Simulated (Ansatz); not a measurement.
Process, species as SMILES: [SiH3][PH] (SiH3-PH) → [SiH3][PH-] (an electron is taken up)
B3LYP-D3(BJ)/def2-TZVP geometries, fixed; electronic energies without zero-point terms; positive where energy is released.

Basis-set convergence of the adiabatic electron affinity at PBE0 with Ansatz (a quantum-chemistry and plane-wave program). Cartesian d functions, on some or all atoms, in 6-31G**, 6-311G**, 6-311+G**; all else is spherical. The program fits the integrals of some runs and decomposes those of others, by size. Open shells are unrestricted. No added dispersion term, no relativity. Functions are those of the species that has most. Reference: the value in aug-pcseg-3, 1.766 eV, itself unsure by roughly 0.008 eV (its mean distance from aug-cc-pV(Q+d)Z, def2-QZVPPD). Deviations are taken from unrounded values.

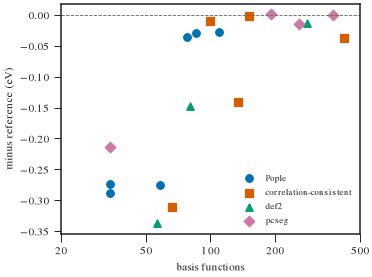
Figure: Deviation from the reference against the number of basis functions, by family of sets.

| basis | functions | adiabatic electron affinity (eV) | minus reference (eV) |
|---|---|---|---|
| 3-21G | 34 | 1.478 | -0.289 |
| 6-31G | 34 | 1.493 | -0.274 |
| pcseg-0 | 34 | 1.553 | -0.213 |
| def2-SVP | 56 | 1.429 | -0.337 |
| 6-31G** | 58 | 1.491 | -0.276 |
| cc-pV(D+d)Z | 66 | 1.455 | -0.311 |
| 6-311G** | 78 | 1.731 | -0.035 |
| def2-SVPD | 80 | 1.619 | -0.148 |
| 6-311+G** | 86 | 1.737 | -0.030 |
| aug-cc-pV(D+d)Z | 100 | 1.756 | -0.010 |
| 6-311++G(2d,2p) | 110 | 1.739 | -0.027 |
| cc-pV(T+d)Z | 134 | 1.626 | -0.140 |
| jun-cc-pV(T+d)Z | 152 | 1.764 | -0.002 |
| aug-pcseg-2 | 192 | 1.768 | 0.001 |
| pcseg-3 | 260 | 1.753 | -0.014 |
| def2-QZVPPD | 284 | 1.754 | -0.013 |
| aug-pcseg-3 | 374 | 1.766 | 0.000 |
| cc-pV(5+d)Z | 420 | 1.729 | -0.037 |
